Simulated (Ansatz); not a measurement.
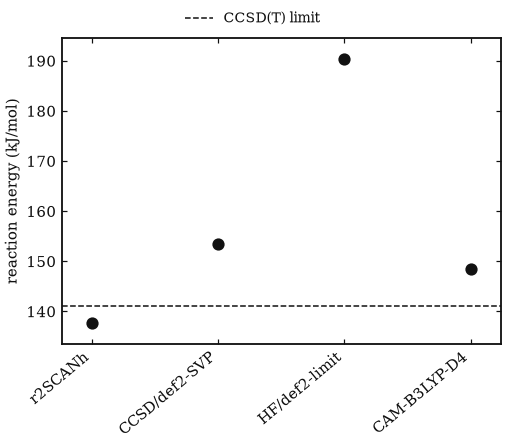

Electronic reaction energy of AlHCl₂ ([Cl][AlH][Cl]) + AlSiH₄F (F[SiH2][AlH2]) → Al₂SiH₄ClF (F[SiH]([AlH2])[AlH][Cl]) + HCl (Cl) (SMILES in brackets) at several levels (functionals in def2-TZVPP unless a basis is named), isolated molecules at PBE0-D4 triple-zeta geometries, minima by their frequencies, no zero-point or thermal terms, the Ansatz code 0.2.0. The line is frozen-core CCSD(T) at the basis limit (MP2 extrapolated from triple and quadruple zeta, plus CCSD(T) less MP2 in a smaller set). No dispersion term is added to r2SCANh. The distance of CCSD/def2-SVP to the limit includes basis error.

**What range do the values span, the line included?**

From 137.7 kJ/mol (r2SCANh) to 190.3 kJ/mol (HF/def2-limit).

**Give the values.**

| level | kJ/mol | less CCSD(T) limit |
| --- | --- | --- |
| r2SCANh | 137.7 | −3.4 |
| CCSD/def2-SVP | 153.4 | 12.3 |
| HF/def2-limit | 190.3 | 49.3 |
| CAM-B3LYP-D4 | 148.4 | 7.4 |
| CCSD(T) limit | 141.0 | 0.0 |

Known limits of this run: one conformer of each flexible molecule.
